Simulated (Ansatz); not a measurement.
TlSnBr$_{5}$

```yaml
crystal:
  lattice:
    - [5.11980, 0.00000, 0.00000]
    - [0.00000, 5.11980, 0.00000]
    - [0.00000, 0.00000, 7.49210]
  atoms:
    - { symbol: Tl, position: [0.00000, 0.00000, 0.50000] }
    - { symbol: Sn, position: [0.50000, 0.50000, 0.00000] }
    - { symbol: Br, position: [0.00000, 0.00000, 0.00000] }
    - { symbol: Br, position: [0.50000, 0.00000, 0.74193] }
    - { symbol: Br, position: [0.00000, 0.50000, 0.74193] }
    - { symbol: Br, position: [0.50000, 0.00000, 0.25807] }
    - { symbol: Br, position: [0.00000, 0.50000, 0.25807] }
```

Space group P4/mmm; a structure from a database of computed crystals, not necessarily the ambient phase; started from the SiSnPd5-123 prototype, which need not be the ambient phase.

Level of theory: DFT, PBEsol, plane waves, PAW in Ansatz 0.2.0.

Core electrons are frozen (PAW), and the valence fields are smoothed inside the atomic spheres.

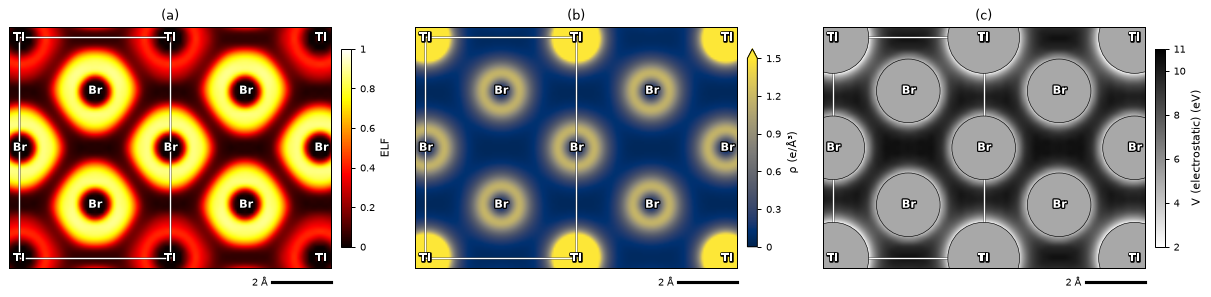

Figure 1. (a) ELF; (b) valence electron density; (c) electrostatic potential energy of an electron on the (010) plane of the conventional cell. Grey discs cover the atomic cores in the potential map.

### Describe what can be read from this map.

The section cuts through Tl and Br sites. Tl–Br (3.14 Å): the density is about 0.17 e/Å³ at the midpoint; the ELF is about 0.20 at the midpoint; no localised pair shows between them. Between the atoms the lowest density in this plane is 0.05 e/Å³. Outside the cores the potential energy rises away from the atoms and is highest about 1.8 Å from the nearest atoms; its zero is arbitrary.

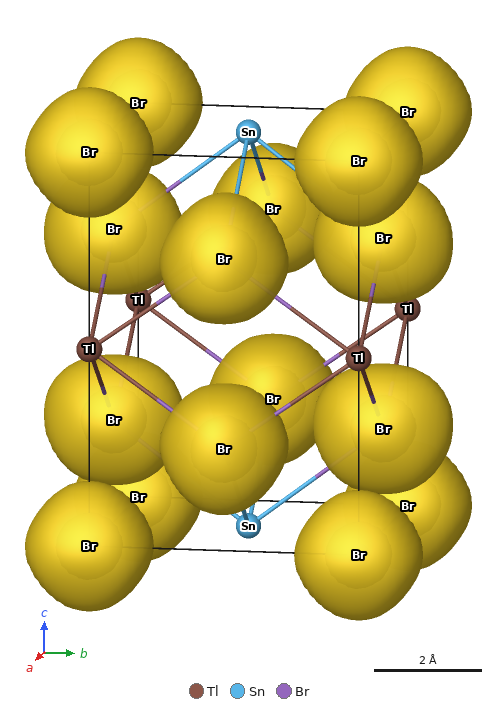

Figure 2. Isosurface of the ELF at 0.7 (yellow), seen slightly off an axis. Only the valence region is drawn (cores and ρ < 0.01 e/Å³ removed). Sticks mark near contacts.

### Identify the bonds, lone pairs and shells in this picture.

The surface consists of five regions wrapped around Br (the valence shell of each), counted in one cell of 7 atoms. Any copies at cell faces, edges or corners count once.


 Sn–Br (3.21 Å): the ELF is about 0.25 at the midpoint.
